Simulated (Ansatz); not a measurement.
**HF/STO-3G run of [SiCl3]+ (SMILES Cl[Si+](Cl)Cl)**

What is the vertical singlet–triplet gap of [SiCl3]+ at HF/STO-3G? 

The calculation is run with Ansatz 0.2.0.

1 further run of the same task is left out (it didn't finish).

**1. The molecule**

The species is [SiCl3]+ (4 atoms), meant as a singlet with charge +1. SMILES: `Cl[Si+](Cl)Cl`. Geometry: relaxed at PBE0-D4/def2-TZVP.

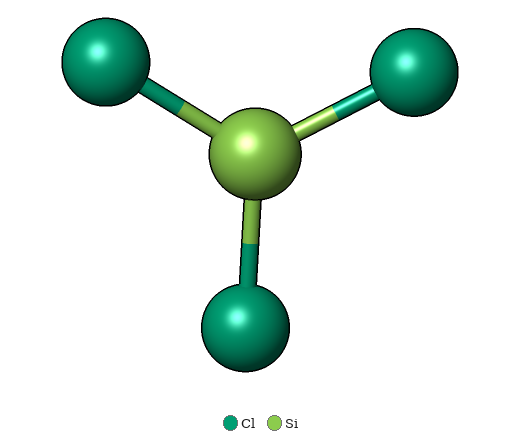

Viewed from a chosen angle; chlorine teal, silicon green.

**2. A single-point energy at HF/STO-3G**

Input file input.yaml:

```yaml
crystal:
  periodic: [false, false, false]
  atoms:
    - {symbol: Cl, position_ang: [-1.556000, -0.622300, 0.990900]}
    - {symbol: Si, position_ang: [-0.000000, -0.000100, -0.000100]}
    - {symbol: Cl, position_ang: [1.772000, -0.669600, 0.449500]}
    - {symbol: Cl, position_ang: [-0.216000, 1.292000, -1.440300]}
basis:
  gaussian:
    orbitals: STO-3G
accuracy: high
hamiltonian:
  xc: hf
output: {orbitals: {seedname: orbitals}}
magnetization:
  spin_polarized: false
  initial_magnetization: 0
total_charge: 1
```

Started as:

```bash
ansatz run input.yaml --threads 1 --pin off --max-ram 3480MiB --events-out events.jsonl --progress --plain --runs-dir runs
```

Log:

```text
Warning: RAYON_NUM_THREADS=1 ignored (pool sized by the plan → 1); use --threads N
Functional definition: HF
  name "HF"
  exchange = exact_x
  correlation = 0
684 factors; integrals over basis functions are off by at most 1.4e-8 eV
mean field evaluation 1: about -44871.9512 eV, gradient 3.1e1 eV
mean field evaluation 2: about -44871.9793 eV, gradient 3.1e1 eV
mean field evaluation 4: about -44876.5986 eV, gradient 7.0e-1 eV
mean field evaluation 8: about -44876.6015 eV, gradient 2.4e-6 eV
mean field -44876.60145224 eV, -1649.1846849167 hartree, gradient 5.4e-8 eV, S^2 0.000000; 0 other end points of the search recorded, 0 dependent functions left out
reference -44876.60145224 eV, -1649.1846849167 hartree; 32, 32 occupied and 4, 4 virtual orbitals, 684 factors
Total energy: -44876.60145224 eV, -1649.1846849167 hartree
```

Wall time 0.3 s (1 thread of Arm Neoverse V2, shared host); peak memory 0.085 GiB.

**3. The triplet**

Input file molecule.yaml:

```yaml
crystal:
  periodic: [false, false, false]
  atoms:
    - {symbol: Cl, position_ang: [-1.556000, -0.622300, 0.990900]}
    - {symbol: Si, position_ang: [-0.000000, -0.000100, -0.000100]}
    - {symbol: Cl, position_ang: [1.772000, -0.669600, 0.449500]}
    - {symbol: Cl, position_ang: [-0.216000, 1.292000, -1.440300]}
basis:
  gaussian:
    orbitals: STO-3G
total_charge: 1
magnetization:
  spin_polarized: true
  initial_magnetization: 2
hamiltonian:
  xc: hf
accuracy: high
output: {orbitals: {seedname: orbitals}}
```

Started as:

```bash
ansatz run molecule.yaml --threads 1 --pin off --max-ram 3480MiB --events-out events.jsonl --progress --plain --runs-dir runs
```

Log (excerpt; [...] marks lines left out):

```text
Warning: RAYON_NUM_THREADS=1 ignored (pool sized by the plan → 1); use --threads N
Functional definition: HF
  name "HF"
[...]
684 factors; integrals over basis functions are off by at most 1.4e-8 eV
[...]
mean field -44870.76025437 eV, -1648.9700248544 hartree, gradient 1.9e-8 eV, S^2 2.019670; 11 other end points of the search recorded, 0 dependent functions left out
reference -44870.76025437 eV, -1648.9700248544 hartree; 33, 31 occupied and 3, 5 virtual orbitals, 684 factors
Total energy: -44870.76025437 eV, -1648.9700248544 hartree
```

It took 4.8 s on 1 thread of Arm Neoverse V2, shared host; peak memory 0.13 GiB.

**4. Outcome**

At HF/STO-3G:

```
                                        quantity           value
                           singlet: total energy  -1649.18468 Eh
                            singlet: HOMO energy       -18.76 eV
                            singlet: LUMO energy        -4.43 eV
                          singlet: HOMO–LUMO gap        14.33 eV
                           triplet: total energy  -1648.97002 Eh
     triplet: HOMO energy (highest over α and β)       -12.48 eV
      triplet: LUMO energy (lowest over α and β)       -10.08 eV
                                   triplet: ⟨S²⟩           2.020
vertical energy of the triplet above the singlet        5.841 eV
```

**Reading.** At this shape the triplet lies 5.84 eV (135 kcal/mol) above the singlet. In a minimal basis such a difference can be off by several eV, whatever the method.
